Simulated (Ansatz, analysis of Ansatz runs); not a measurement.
# SnClF (Pnma): does an added hole stay on Cl?, part 2 of 2

Aim: the energy barrier that a trapped hole meets when it moves from one Cl atom to another one nearby in SnClF (Pnma). The model is a cell of 72 host atoms.

Ansatz 0.2.0; plane-wave PAW DFT, PBEsol+U; relaxation of all atoms of a supercell at fixed charge in a uniform background; PAW set soft_1.

So far. Step 2 (The cell without the carrier): The largest displacement from an ideal site is 0.093 Å.

## (3) The hole on the first site

The nearest neighbour or neighbours of the site start displaced and the site's starting moment is changed by the carrier's spin, since a carrier doesn't trap itself in the undistorted lattice.

Input file A.relax/input.yaml:

```yaml
crystal:
  lattice:
    - [12.27912259, 0.0, 0.0]
    - [0.0, 12.85991683, 0.0]
    - [0.0, 0.0, 10.01346887]
  atoms:
    - { symbol: Sn, position: [0.146659, 0.250185, 0.408823] }
    - { symbol: Sn, position: [0.352287, 0.083416, 0.592273] }
    - { symbol: Sn, position: [0.396923, 0.249956, 0.092092] }
    - { symbol: Sn, position: [0.102661, 0.083641, 0.908665] }
    - { symbol: Cl, position: [0.048763, 0.250138, 0.63918] }
    - { symbol: Cl, position: [0.44975, 0.083624, 0.361585] }
    - { symbol: Cl, position: [0.299187, 0.249985, 0.861599] }
    - { symbol: Cl, position: [0.200249, 0.083534, 0.139231] }
    - { symbol: F, position: [0.052602, 0.250192, 0.979586] }
    - { symbol: F, position: [0.447092, 0.083414, 0.021424] }
    - { symbol: F, position: [0.302098, 0.25017, 0.521587] }
    - { symbol: F, position: [0.196635, 0.083488, 0.47986] }
    - { symbol: Sn, position: [0.146516, 0.583513, 0.408812] }
    - { symbol: Sn, position: [0.344955, 0.416806, 0.610279] }
    - { symbol: Sn, position: [0.396822, 0.58326, 0.091928] }
    - { symbol: Sn, position: [0.102674, 0.416949, 0.90857] }
    - { symbol: Cl, position: [0.04857, 0.583597, 0.63918] }
    - { symbol: Cl, position: [0.449805, 0.416783, 0.361774], spin: 1.0 }
    - { symbol: Cl, position: [0.299088, 0.583418, 0.861428] }
    - { symbol: Cl, position: [0.20016, 0.417021, 0.139194] }
    - { symbol: F, position: [0.052403, 0.583538, 0.979082] }
    - { symbol: F, position: [0.446961, 0.41671, 0.021036] }
    - { symbol: F, position: [0.302019, 0.583462, 0.521593] }
    - { symbol: F, position: [0.196614, 0.41683, 0.479887] }
    - { symbol: Sn, position: [0.146632, 0.916863, 0.408753] }
    - { symbol: Sn, position: [0.352266, 0.750076, 0.592194] }
    - { symbol: Sn, position: [0.39685, 0.916579, 0.092081] }
    - { symbol: Sn, position: [0.102597, 0.750328, 0.908495] }
    - { symbol: Cl, position: [0.048704, 0.916856, 0.639102] }
    - { symbol: Cl, position: [0.449775, 0.750058, 0.361559] }
    - { symbol: Cl, position: [0.299188, 0.91693, 0.861574] }
    - { symbol: Cl, position: [0.200221, 0.750082, 0.139049] }
    - { symbol: F, position: [0.052475, 0.916884, 0.979468] }
    - { symbol: F, position: [0.446943, 0.750048, 0.021103] }
    - { symbol: F, position: [0.302151, 0.916826, 0.521404] }
    - { symbol: F, position: [0.196657, 0.750174, 0.479725] }
    - { symbol: Sn, position: [0.64636, 0.249991, 0.408518] }
    - { symbol: Sn, position: [0.852238, 0.083325, 0.591659] }
    - { symbol: Sn, position: [0.896944, 0.25028, 0.091899] }
    - { symbol: Sn, position: [0.602593, 0.083194, 0.9087] }
    - { symbol: Cl, position: [0.549067, 0.250104, 0.639275] }
    - { symbol: Cl, position: [0.950135, 0.083459, 0.361279] }
    - { symbol: Cl, position: [0.79925, 0.250083, 0.861374] }
    - { symbol: Cl, position: [0.700322, 0.083351, 0.139177] }
    - { symbol: F, position: [0.552516, 0.25007, 0.979603] }
    - { symbol: F, position: [0.947015, 0.083559, 0.021083] }
    - { symbol: F, position: [0.802126, 0.25008, 0.520665] }
    - { symbol: F, position: [0.696552, 0.083408, 0.479226] }
    - { symbol: Sn, position: [0.646315, 0.583266, 0.408523] }
    - { symbol: Sn, position: [0.852199, 0.416657, 0.591767] }
    - { symbol: Sn, position: [0.896856, 0.58362, 0.091733] }
    - { symbol: Sn, position: [0.602587, 0.416552, 0.908577] }
    - { symbol: Cl, position: [0.548879, 0.583432, 0.639219] }
    - { symbol: Cl, position: [0.950081, 0.416918, 0.361391] }
    - { symbol: Cl, position: [0.799024, 0.583459, 0.861269] }
    - { symbol: Cl, position: [0.700262, 0.416829, 0.139144] }
    - { symbol: F, position: [0.552392, 0.583369, 0.979326] }
    - { symbol: F, position: [0.94703, 0.416853, 0.020877] }
    - { symbol: F, position: [0.802003, 0.5834, 0.520857] }
    - { symbol: F, position: [0.696573, 0.416728, 0.479287] }
    - { symbol: Sn, position: [0.646346, 0.916677, 0.408474] }
    - { symbol: Sn, position: [0.85215, 0.749983, 0.591641] }
    - { symbol: Sn, position: [0.896824, 0.91695, 0.091858] }
    - { symbol: Sn, position: [0.602559, 0.749899, 0.908593] }
    - { symbol: Cl, position: [0.54899, 0.916717, 0.6392] }
    - { symbol: Cl, position: [0.950071, 0.750026, 0.361282] }
    - { symbol: Cl, position: [0.799069, 0.916859, 0.861332] }
    - { symbol: Cl, position: [0.700256, 0.750001, 0.139135] }
    - { symbol: F, position: [0.552455, 0.916715, 0.979536] }
    - { symbol: F, position: [0.946966, 0.750184, 0.020894] }
    - { symbol: F, position: [0.802078, 0.91676, 0.520634] }
    - { symbol: F, position: [0.696536, 0.750086, 0.479121] }
total_charge: 1
basis:
  ecutwfc: 420
  xc_grid: 2
hamiltonian:
  xc: pbesol
  hubbard:
    sites: [{ species: Cl, l: p, u_eff: 6.0 }]
    projectors: ortho-atomic
  pseudopotentials: { kind: paw, azcp: { folder: soft_1 }, xc_functional: pbe }
kpoints:
  mp_grid: { grid: [1, 1, 1] }
magnetization:
  spin_polarized: true
  initial_magnetization: 1
  spin_locking: { lock_magnetization: hard }
scf:
  occupations: { method: fermi_dirac, width: 0.01 }
  max_iter: 120
  lower_state_search: "off"
output:
  forces: true
relax:
  f_tol: 0.015
  max_steps: 70
  escape_saddle: false
checkpoint:
  write: "../A.relax.run"
  compress: false
  write_wavefunctions: true
  write_every: 100000
```

On the command line:

```
> ansatz run input.yaml --threads 4 --pin off --max-ram 17899MiB --backend cpu --events-out ev --progress --plain --runs-dir out
```

Numbers of over 12 decimals in the logs are rounded to 6 here.

The log of the run:

```text
[...]
Crystal: 72 atoms, lattice volume = 1581.212 Å³
Basis set: ecut = 420 eV, 30947 PW (Γ), exchange–correlation on 180×180×144 points (8 copies of the dense FFT grid, shifted against one another)
Bands: 408, of which v1, the nominal top of the filled ones, is band 336 counted from 1 (335 counted from 0)
Symmetry: 1 space group operations
[...]
k-points: 1
[...]
Starting moments: Σ|m| = 1 μB on 1 of 72 sites
[...]
SCF iter   1: F=—  HF=-187574.863253 eV  |F-HF|=—  |Δ(HF+E_count)|=         —  Δρ=8.28e-2 (↑7.95e-2 ↓8.28e-2)  dr2=4.58e2  dr2_m=2.68e-1  M=1.000 μB ∫|m|=1.134 μB  β_m=0.30  ethr=3.10e-3  ⟨swp⟩=6.0  Hψ=3177  notcnv=0  defer=1
[...]
spin=Collinear: Kerker preconditioning applied to the charge; magnetization (m = ρ↑ − ρ↓) channel mixes plain (no charge-response kernel on spin).
SCF iter   2: F=—  HF=-187505.655969 eV  |F-HF|=—  |Δ(HF+E_count)|=    6.92e1  Δρ=2.11e-2 (↑2.04e-2 ↓2.11e-2)  dr2=6.36e1  dr2_m=1.24e-1  M=1.000 μB ∫|m|=1.158 μB  β_m=0.34  ethr=3.10e-3  ⟨swp⟩=4.0  Hψ=1764  notcnv=0  defer=134
[...]
SCF iter  12: F=-187488.480818 eV  HF=-187488.480818 eV  |F-HF|=3.79e-7  |Δ(HF+E_count)|=   1.73e-5  Δρ=6.83e-6 (↑6.62e-6 ↓6.83e-6)  dr2=2.76e-6  dr2_m=1.48e-8  M=1.000 μB ∫|m|=1.120 μB  ethr=8.38e-10  ⟨swp⟩=4.0  Hψ=2465  notcnv=0
SCF 1 converged in 12 iterations: F = -187488.480818 eV  dr2 = 2.76e-6
[...]
relax step   1: F+E_penalty+E_count = -187488.48081801 eV  Δ(F+E_penalty+E_count) = +0.000e0 eV  max|allowed force component| = 9.745e-1 eV/Å  Δτ_max = 0.0000 Å  (12 SCF iters, dr2 threshold 5.63e-6 eV, accepted)
[...]
relax step   2: F+E_penalty+E_count = -187488.58023088 eV  Δ(F+E_penalty+E_count) = -9.941e-2 eV  max|allowed force component| = 1.769e-1 eV/Å  Δτ_max = 0.1934 Å  (7 SCF iters, dr2 threshold 5.93e-5 eV, accepted)
relax step   3: F+E_penalty+E_count = -187488.59457885 eV  Δ(F+E_penalty+E_count) = -1.435e-2 eV  max|allowed force component| = 4.492e-2 eV/Å  Δτ_max = 0.0540 Å  (8 SCF iters, dr2 threshold 1.96e-6 eV, accepted)
relax step   4: F+E_penalty+E_count = -187488.59938736 eV  Δ(F+E_penalty+E_count) = -4.809e-3 eV  max|allowed force component| = 2.121e-2 eV/Å  Δτ_max = 0.0199 Å  (8 SCF iters, accepted)
relax step   5: F+E_penalty+E_count = -187488.59975871 eV  Δ(F+E_penalty+E_count) = -3.714e-4 eV  max|allowed force component| = 2.429e-2 eV/Å  Δτ_max = 0.0040 Å  (7 SCF iters, accepted)
relax step   6: F+E_penalty+E_count = -187488.60083044 eV  Δ(F+E_penalty+E_count) = -1.072e-3 eV  max|allowed force component| = 3.147e-2 eV/Å  Δτ_max = 0.0085 Å  (8 SCF iters, accepted)
relax step   7: F+E_penalty+E_count = -187488.60444435 eV  Δ(F+E_penalty+E_count) = -3.614e-3 eV  max|allowed force component| = 2.319e-2 eV/Å  Δτ_max = 0.0177 Å  (8 SCF iters, dr2 threshold 9.90e-7 eV, accepted)
relax step   8: F+E_penalty+E_count = -187488.25020142 eV  Δ(F+E_penalty+E_count) = +3.542e-1 eV  max|allowed force component| = 4.020e-1 eV/Å  Δτ_max = 0.1951 Å  (10 SCF iters, dr2 threshold 2.92e-7 eV, rejected (line search))
relax step   9: F+E_penalty+E_count = -187488.53692880 eV  Δ(F+E_penalty+E_count) = +6.752e-2 eV  max|allowed force component| = 1.188e-1 eV/Å  Δτ_max = 0.0952 Å  (11 SCF iters, rejected (line search))
relax step  10: F+E_penalty+E_count = -187488.60968228 eV  Δ(F+E_penalty+E_count) = -5.238e-3 eV  max|allowed force component| = 2.146e-2 eV/Å  Δτ_max = 0.0476 Å  (10 SCF iters, accepted)
relax step  11: F+E_penalty+E_count = -187488.61037687 eV  Δ(F+E_penalty+E_count) = -6.946e-4 eV  max|allowed force component| = 8.869e-3 eV/Å  Δτ_max = 0.0117 Å  (8 SCF iters, dr2 threshold 2.50e-7 eV, accepted)
iter 1 solved again at ethr=1.56e-12 eV; its pass at ethr=3.10e-3 eV (dr2=1.05e-8 eV) is discarded
[...]
SCF iter   2: F=-187488.610377 eV  HF=-187488.610377 eV  |F-HF|=8.06e-9  |Δ(HF+E_count)|=   4.51e-9  Δρ=3.20e-7 (↑3.03e-7 ↓3.20e-7)  dr2=5.71e-9  dr2_m=6.75e-11  M=1.000 μB ∫|m|=1.114 μB  ethr=1.56e-12  ⟨swp⟩=2.0  Hψ=1444  notcnv=0
SCF 12 converged in 2 iterations: F = -187488.610377 eV  dr2 = 5.71e-9
relax step  12: F+E_penalty+E_count = -187488.61037687 eV  Δ(F+E_penalty+E_count) = -1.775e-9 eV  max|allowed force component| = 8.868e-3 eV/Å  Δτ_max = 0.0000 Å  (2 SCF iters, accepted)
NSCF: frozen V_eff on 1 k-points
[...]
SCF converged after 2 iterations
Magnetization: 1.0000 μB (336.0000 up, 335.0000 down)
Absolute magnetization: 1.1102 μB (∫|ρ↑−ρ↓|, with the PAW one-centre terms)
[...]
Per-site moments (μB) at R_I (Å): [(0.00142444, 0.914223), (0.00927815, 0.911633), (0.00144876, 0.914297), [... 69 left out ...]
Free energy (F): -187488.610377 eV
[...]
Internal energy: -187488.610370 eV  (E = F + TS)
E sigma→0 (E₀):  -187488.610373 eV
Entropy (-TS):   -0.000007 eV (-0.000 meV/atom)
Fermi energy:    3.787407 (↑ 5.589948, ↓ 3.727665) eV
[...]
--- Forces (eV/Å), atoms counted from 1 ---
  atom   1  Sn     0.00124813     0.00701754    -0.00382394
  atom   2  Sn     0.00087451     0.00561011    -0.00101360
  [... 3 atoms left out ...]
  atom   6  Cl     0.00379922    -0.00397703    -0.00104724
  [... 4 atoms left out ...]
  atom  11  F      0.00070272    -0.00553430    -0.00018858
  [... 2 atoms left out ...]
  atom  14  Sn     0.00456489     0.00015735     0.00411298
  [... 3 atoms left out ...]
  atom  18  Cl     0.00360642    -0.00008970    -0.00481337
  [... 18 atoms left out ...]
  atom  37  Sn    -0.00413293     0.00682177    -0.00382676
  [... 3 atoms left out ...]
  atom  41  Cl    -0.00176895    -0.00406770     0.00676109
  [... 7 atoms left out ...]
  atom  49  Sn    -0.00411219    -0.00630610    -0.00372960
  [... 3 atoms left out ...]
  atom  53  Cl    -0.00174116     0.00400281     0.00673937
  [... 6 atoms left out ...]
  atom  60  F     -0.00292012    -0.00008463     0.00045973
  [... 12 atoms left out ...]
  max |Σ_I F_I| component: 3.69e-5 eV/Å
--- Band table (eV) ---
[...]
Occupation matrices written to <dir>
--- Relaxed structure (12 steps of the walk, 10 accepted, 0 SCFs on fresh bases) ---
  F+E_penalty+E_count = -187488.61037687 eV   max|allowed force component| = 8.868e-3 eV/Å
  atoms:
    - { symbol: Sn, position: [0.146348, 0.250437, 0.409337] }
    - { symbol: Sn, position: [0.352702, 0.083722, 0.590622] }
    [... 3 atoms left out ...]
    - { symbol: Cl, position: [0.450245, 0.078016, 0.361460] }
    [... 4 atoms left out ...]
    - { symbol: F, position: [0.302854, 0.249672, 0.519586] }
    [... 2 atoms left out ...]
    - { symbol: Sn, position: [0.352640, 0.416765, 0.591970] }
    [... 3 atoms left out ...]
    - { symbol: Cl, position: [0.450282, 0.416799, 0.362144] }
    [... 18 atoms left out ...]
    - { symbol: Sn, position: [0.646250, 0.250435, 0.408944] }
    [... 3 atoms left out ...]
    - { symbol: Cl, position: [0.548670, 0.247005, 0.638804] }
    [... 7 atoms left out ...]
    - { symbol: Sn, position: [0.646250, 0.583067, 0.408949] }
    [... 3 atoms left out ...]
    - { symbol: Cl, position: [0.548666, 0.586579, 0.638807] }
    [... 6 atoms left out ...]
    - { symbol: F, position: [0.696152, 0.416786, 0.480726] }
    [... 12 atoms left out ...]
```

It took 6.9 min on 4 threads of Arm Neoverse V2, shared host; peak memory 3.5 GiB.

The steps of the relaxation:

| step | energy less that of the first step (eV) | largest force component (eV/Å) |
| --- | --- | --- |
| 1 | 0.0000 | 0.9745 |
| 2 | -0.0994 | 0.1769 |
| 3 | -0.1138 | 0.0449 |
| 4 | -0.1186 | 0.0212 |
| 5 | -0.1189 | 0.0243 |
| 6 | -0.1200 | 0.0315 |
| 7 | -0.1236 | 0.0232 |
| 8 | 0.2306 | 0.4020 |
| 9 | -0.0561 | 0.1188 |
| 10 | -0.1289 | 0.0215 |
| 11 | -0.1296 | 0.0089 |
| 12 | -0.1296 | 0.0089 |

Relaxation steps 8, 9 were tried and not accepted.

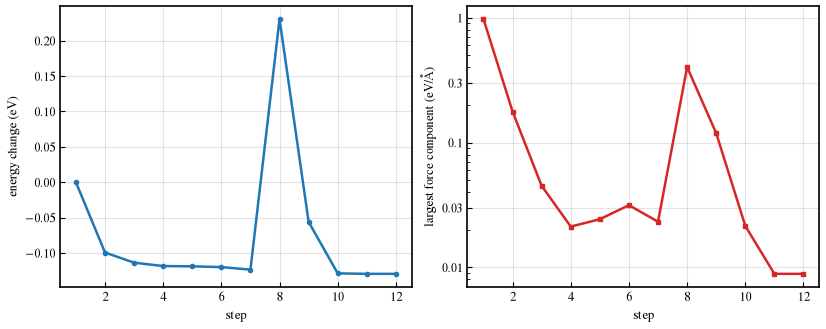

Energy and largest force along the relaxation.

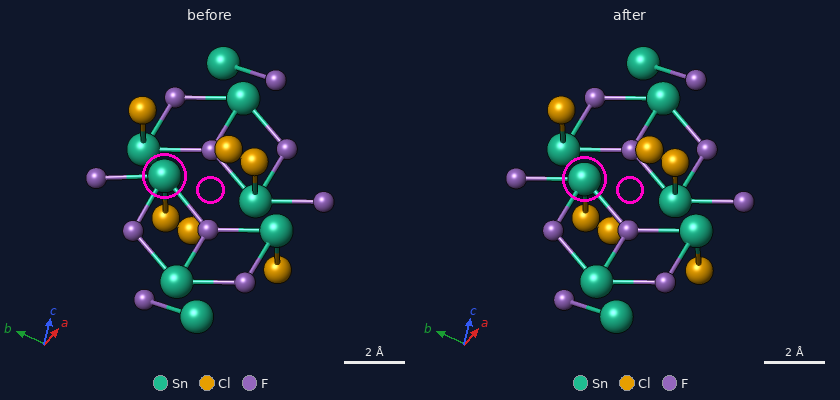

Before and after: the atoms that start within 5 Å of the centre. Sn14, which moves most, is ringed if it is among them. A ring with no atom in it marks the empty centre. Bonds to atoms that aren't drawn are left out.

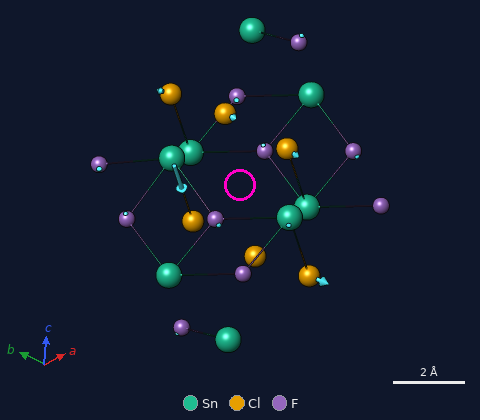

Displacements in the relaxation near the centre, exaggerated; the longest in the cell stands for 0.21 Å. A ring marks the centre wherever it is empty. Bonds to atoms that aren't drawn are left out.

The atoms that moved most (Å):

| atom | dx | dy | dz | length |
| --- | --- | --- | --- | --- |
| Sn14 | 0.094 | -0.001 | -0.183 | 0.206 |
| Cl6 | 0.006 | -0.072 | -0.001 | 0.072 |
| Cl68 | 0.002 | 0.072 | 0.006 | 0.072 |
| Cl30 | 0.006 | 0.071 | -0.001 | 0.071 |
| Cl66 | 0.004 | 0.071 | -0.002 | 0.071 |
| Cl8 | 0.002 | -0.070 | 0.006 | 0.070 |
| Cl32 | 0.002 | 0.069 | 0.008 | 0.070 |
| Cl44 | 0.001 | -0.070 | 0.005 | 0.070 |

The moves above count from the input, in which the site's nearest neighbours were already displaced; the distances below compare with the cell without the carrier.

Distances from Cl18 without and with the hole:

| atom | without (Å) | with (Å) |
| --- | --- | --- |
| Sn14 | 2.60 | 2.59 |
| F23 | 3.23 | 3.22 |
| F11 | 3.23 | 3.22 |
| F60 | 3.25 | 3.24 |
| Sn49 | 3.26 | 3.25 |
| Sn37 | 3.26 | 3.25 |

The largest changes of the moments are 0.02 μB on Cl67, 0.02 μB on Cl65 and 0.02 μB on Cl29. The carrier did not stay on the chosen site.

## (4) Outcome

| Quantity | Value |
| --- | --- |
| carrier trapped on the chosen site | no |
| size of the moment change on that site | 0.00 μB |

What this shows: With PBEsol+U (6 eV) (Cl p 6.0 eV) the hole does not stay on the chosen Cl atom: it is spread over more than 30 atoms in effect, so no hop between such sites was computed. The search for lower electronic states was switched off. Another U, a hybrid or another start may give another answer. Limits: sampling at the zone centre alone can move energies of charged and open-shell states by tenths of an eV or more in cells of this size; gap and trapping depend on the U chosen (Cl p 6.0 eV); spin–orbit coupling, which can matter with heavy atoms, is left out.

[Logs are printed without paths, hosts, clocks, repeated set-up lines and the standing remarks that a program may print on its own settings, such as how far it seeks lower states.]

[Hosts, paths, dates, database ids (printed as entryN), source tags and the programs' standing remarks are cut or masked in the printed files.]
